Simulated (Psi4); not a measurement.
# BH2O (SMILES [BH]O): a chain of runs

Aim: the energy (UBP86-D3(BJ)/6-31G), then a saddle-point search (UBP86-D3(BJ)/6-31G), then vibrational wavenumbers (UBP86-D3(BJ)/6-31G), then a reaction path (UBP86-D3(BJ)/6-31G) of BH2O. 

The results are computed with Psi4 1.11.

## 1. The structure to begin with

BH2O: 4 atoms, total charge 0, spin state doublet. As SMILES, `[BH]O`. The coordinates come from a PBE0-D4/def2-TZVP (4 decimals) relaxation.

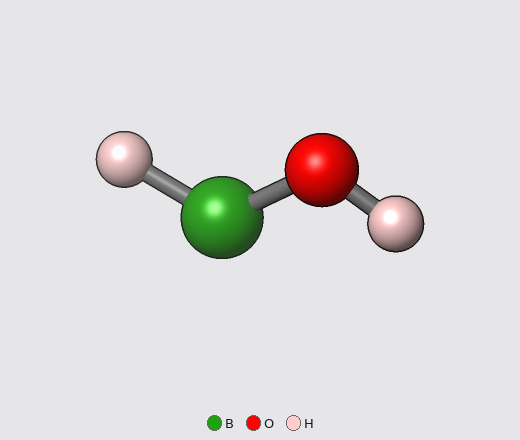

The structure, seen from a chosen angle (boron green, oxygen red, hydrogen pink).

## 2. A single-point energy at UBP86-D3(BJ)/6-31G (density fitting) (run 1)

File bh2o.sdf:

```

     RDKit          3D

  4  3  0  0  0  0  0  0  0  0999 V2000
   -0.0061   -0.4855    0.3883 B   0  0  0  0  0  2  0  0  0  0  0  0
    0.1197    0.5445   -0.4486 O   0  0  0  0  0  0  0  0  0  0  0  0
   -1.0642   -1.0324    0.5403 H   0  0  0  0  0  0  0  0  0  0  0  0
    1.0061    0.9132   -0.5003 H   0  0  0  0  0  0  0  0  0  0  0  0
  2  1  1  0
  3  1  1  0
  4  2  1  0
M  RAD  1   1   2
M  END
$$$$
```

File run.py:

```python
import psi4
from rdkit import Chem

psi4.set_memory(1600000000)
psi4.set_num_threads(1)
psi4.core.set_output_file('bh2o.out', False)

rd = Chem.SDMolSupplier('bh2o.sdf', removeHs=False, sanitize=False)[0]
xyz = rd.GetConformer().GetPositions()
atoms = '\n'.join(f'{a.GetSymbol()} {x:.4f} {y:.4f} {z:.4f}' for a, (x, y, z) in zip(rd.GetAtoms(), xyz))
m = psi4.geometry('0 2\n' + atoms + '\nsymmetry c1')

psi4.set_options({
    'reference': 'uks',
})

e = psi4.energy('bp86-d3bj2b/6-31G')
print('E =', round(e, 9))
```

Launch:

```console
$ python run.py
```

bh2o.out, shortened:

```text
[...]
  Running in c1 symmetry.
[...]
  Nuclear repulsion =   25.941696431051930
[...]
  Multiplicity = 2
[...]
  Nalpha       = 8
  Nbeta        = 7
[...]
    Number of basis functions: 22
[...]
   @DF-UKS iter   1:  -101.04634221715634   -1.95077e-01   2.74675e-02 ADIIS/DIIS
[...]
   @DF-UKS iter   8:  -101.19128842418637   -9.97900e-09   8.97366e-07 DIIS
[...]
   @S^2 Observed:                7.514213840E-01
[...]
    Orbital Energies [Eh]
    ---------------------
    Alpha Occupied:
       1A    -18.838037     2A     -6.561869     3A     -0.985678
       4A     -0.547605     5A     -0.371643     6A     -0.364532
       7A     -0.340672     8A     -0.147474
    Alpha Virtual:
       9A     -0.048086    10A      0.032005    11A      0.173777
      12A      0.182561    13A      0.383489    14A      0.391341
      15A      0.430380    16A      0.575681    17A      0.756834
      18A      0.855379    19A      0.899544    20A      0.944690
      21A      1.115485    22A      1.491602
[...]
  @DF-UKS Final Energy:  -101.19128842418637
   => Energetics <=
    Nuclear Repulsion Energy =             25.9416964310519305
    One-Electron Energy =                -188.5585189230467904
    Two-Electron Energy =                  74.7958463458188731
    DFT Exchange-Correlation Energy =     -13.3686274289991296
    Empirical Dispersion Energy =          -0.0016848490112457
    VV10 Nonlocal Energy =                  0.0000000000000000
    Total Energy =                       -101.1912884241863679
[...]
 Multipole Moments:
 ------------------------------------------------------------------------------------
     Multipole            Electronic (a.u.)      Nuclear  (a.u.)        Total (a.u.)
 ------------------------------------------------------------------------------------
 L = 1.  Multiply by 2.5417464519 to convert [e a0] to [Debye]
 Dipole X            :          0.6967087           -0.1051617            0.5915471
 Dipole Y            :          0.0987819            0.2503438            0.3491257
 Dipole Z            :          0.1217217           -0.2436892           -0.1219675
 Magnitude           :                                                    0.6976337
[...]
```

On the terminal:

```text
E = -101.191288424
```

Run time: 3.3 s. Hardware: 1 thread of Intel Xeon 6975P-C (Granite Rapids), shared host; peak memory 0.29 GiB.

## 3. A saddle-point search at UBP86-D3(BJ)/6-31G (density fitting, full hess every 0) (run 2)

File job.dat:

```
memory 1600 MB

molecule {
  0 2
  B
  O 1 1.333089
  H 1 1.200741 2 120.96684
  H 2 0.961414 1 114.64972 3 -89.98678
  symmetry c1
}

set reference uks
set opt_type ts
set full_hess_every 0
set geom_maxiter 40

opt("bp86-d3bj/6-31G")
```

Launch:

```console
$ psi4 job.dat job.out -n 1
```

job.out, shortened:

```text
[...]
  Running in c1 symmetry.
[...]
  Nuclear repulsion =   25.961933175479654
[...]
  Multiplicity = 2
[...]
  Nalpha       = 8
  Nbeta        = 7
[...]
    Number of basis functions: 22
[...]
   @DF-UKS iter   1:  -101.01313982036019   -1.61522e-01   2.85872e-02 DIIS/ADIIS
[...]
   @DF-UKS iter   7:  -101.17675901330787   -3.97904e-13   4.81334e-09 DIIS
[...]
   @S^2 Observed:                7.515213008E-01
[...]
  @DF-UKS Final Energy:  -101.17675901330787
   => Energetics <=
    Nuclear Repulsion Energy =             25.4666232762941753
    One-Electron Energy =                -187.7510582993852779
    Two-Electron Energy =                  74.4572331550294848
    DFT Exchange-Correlation Energy =     -13.3478813185375884
    Empirical Dispersion Energy =          -0.0016758267086566
    VV10 Nonlocal Energy =                  0.0000000000000000
    Total Energy =                       -101.1767590133078727
[...]
 Multipole Moments:
 ------------------------------------------------------------------------------------
     Multipole            Electronic (a.u.)      Nuclear  (a.u.)        Total (a.u.)
 ------------------------------------------------------------------------------------
 L = 1.  Multiply by 2.5417464519 to convert [e a0] to [Debye]
 Dipole X            :          0.0363739            0.4037510            0.4401248
 Dipole Y            :         -0.7918207            0.9213490            0.1295283
 Dipole Z            :          0.1466858            0.7198241            0.8665099
 Magnitude           :                                                    0.9804728
[...]
  -Total Gradient:
     Atom            X                  Y                   Z
    ------   -----------------  -----------------  -----------------
       1       -0.000033413304     0.000040464583     0.000032076838
       2       -0.000002395451    -0.000096579604    -0.000022707382
       3        0.000030586716     0.000005448580    -0.000004198541
       4        0.000011365372     0.000072450709    -0.000021376845
[...]
    Final optimized geometry and variables:
    Molecular point group: c1
    Full point group: C1
    Geometry (in Angstrom), charge = 0, multiplicity = 2:
    B
    O             1    1.349400
    H             1    1.225097      2  122.280357
    H             2    0.963303      1  152.396490      3  -92.315465
    Psi4 run time: 0:00:33.46
[...]
```

The script printed:

```text
Warning: thermodynamics relations excluded imaginary frequencies: ['1179.8987i' '414.7397i' '317.9180i' '243.5591i']
Warning: used thermodynamics relations inappropriate for low-frequency modes: ['416.0791']
Optimizer: Optimization complete!
```

It took 35 s on 1 thread of Intel Xeon 6975P-C (Granite Rapids), shared host; peak memory 0.28 GiB.

Step by step:

```csv
step,energy from the first frame kept (eV),largest force (eV/Å)
0,0.0000,2.1699
1,-0.1708,0.4688
2,-0.2180,0.2795
3,-0.2281,0.1572
4,-0.2312,0.0759
5,-0.2327,0.0309
6,-0.2331,0.0194
7,-0.2333,0.0124
8,-0.2333,0.0074
9,-0.2333,0.0051
```

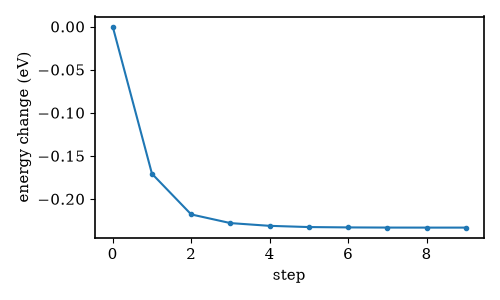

Energy along the run.

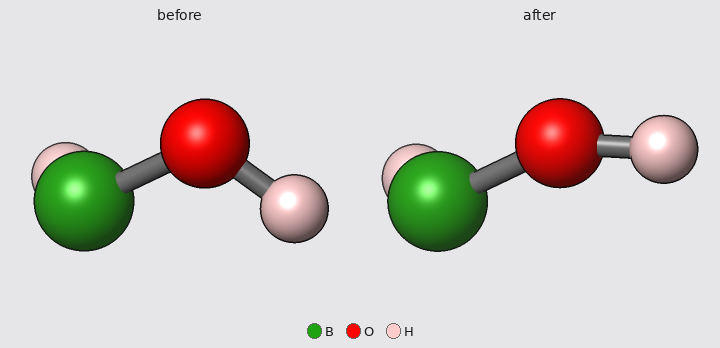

Before and after, at one scale.

After the run. Bond lengths: B1–O2 1.349 Å, B1–H3 1.225 Å, O2–H4 0.963 Å. Angles: B1–O2–H4 152.4°, O2–B1–H3 122.3°.

## 4. Vibrational wavenumbers at UBP86-D3(BJ)/6-31G (density fitting) (run 3)

File job.dat:

```
memory 1600 mb

molecule {
  0 2
  B
  O 1 r2
  H 1 r3 2 a3
  H 2 r4 1 a4 3 d4

  r2 = 1.349401
  r3 = 1.225097
  a3 = 122.28038
  r4 = 0.963302
  a4 = 152.39645
  d4 = -92.31542
  units angstrom
  symmetry c1
}

set reference uks
set rotational_symmetry_number 1

energy_value, wavefunction = freq("bp86-d3(bj)/6-31G", return_wfn=True)
print_variables()
```

Launch:

```console
$ psi4 -i job.dat -o job.out -n 1
```

job.out, shortened:

```text
[...]
  Running in c1 symmetry.
[...]
  Nuclear repulsion =   25.466620256166724
[...]
  Multiplicity = 2
[...]
  Nalpha       = 8
  Nbeta        = 7
[...]
    Number of basis functions: 22
[...]
   @DF-UKS iter   1:  -101.02442714732000   -2.07694e-01   2.84842e-02 DIIS/ADIIS
[...]
   @DF-UKS iter  11:  -101.17675572902284   -2.25953e-12   6.19341e-09 DIIS
[...]
   @S^2 Observed:                7.515175827E-01
[...]
  @DF-UKS Final Energy:  -101.17675572902284
   => Energetics <=
    Nuclear Repulsion Energy =             25.4784492997980863
    One-Electron Energy =                -187.7725825490674652
    Two-Electron Energy =                  74.4679996300625078
    DFT Exchange-Correlation Energy =     -13.3489460810158587
    Empirical Dispersion Energy =          -0.0016760288001214
    VV10 Nonlocal Energy =                  0.0000000000000000
    Total Energy =                       -101.1767557290228439
[...]
  -Total Gradient:
     Atom            X                  Y                   Z
    ------   -----------------  -----------------  -----------------
       1       -0.000030404923     0.000256287173    -0.000201785330
       2        0.000718611722    -0.000105512263     0.001427881495
       3        0.000048393078    -0.000272826862     0.000284795077
       4       -0.000730516603     0.000143729471    -0.001527154211
[...]
  ==> Harmonic Vibrational Analysis <==
[...]
  Freq [cm^-1]                867.1132i            291.3600            972.0665
[...]
  IR activ [km/mol]            244.3047            270.0387            17.6852
[...]
  Freq [cm^-1]                1314.0748           2399.5036           3862.8481
[...]
  IR activ [km/mol]            133.8556            177.3169            178.4789
[...]
  Total E_0, Enthalpy at 0 [K]                                                         -101.15662035 [Eh]
[...]
  Total H, Enthalpy at  298.15 [K]                                                     -101.15236084 [Eh]
[...]
  Total G, Gibbs energy at  298.15 [K]                                                 -101.17908718 [Eh]
[...]
```

Standard output:

```text
Warning: thermodynamics relations excluded imaginary frequencies: ['867.1132i']
Warning: used thermodynamics relations inappropriate for low-frequency modes: ['291.3600']
```

Run time: 25 s. Hardware: 1 thread of Intel Xeon 6975P-C (Granite Rapids), shared host; peak memory 0.27 GiB.

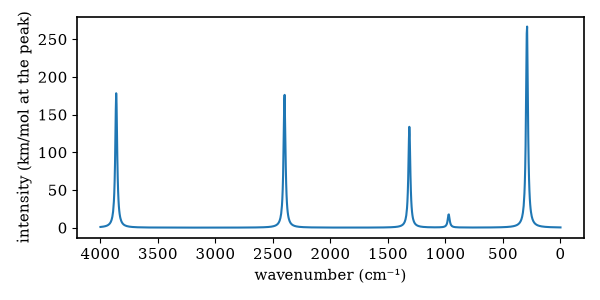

Harmonic infrared spectrum, unscaled, lines broadened by 10 cm⁻¹.

(Part 1 of 2 ends here.)
